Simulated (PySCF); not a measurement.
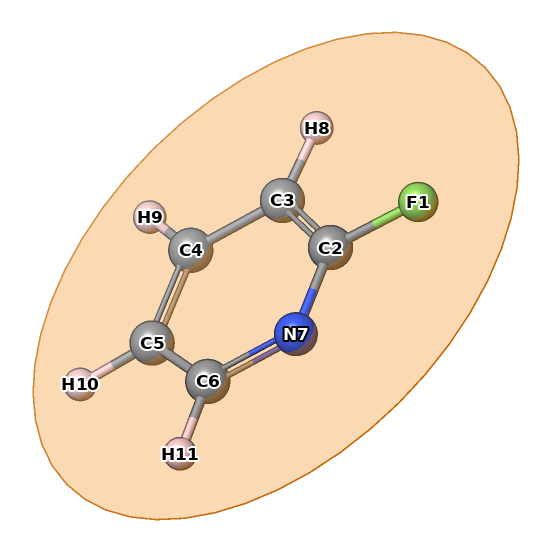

A disc through the centre of mass is drawn in. Distant atoms are faded towards the background colour. Computed geometry: PBE0-D3(BJ)/def2-SVP optimisation. No frequency run is at hand to confirm it as a minimum.

### Is the plane of the disc a mirror plane of the structure?

Yes. The reflection leaves F1, C2, C3, C4, C5, C6, N7, H8, H9, H10, H11 in place. The point group is Cs.
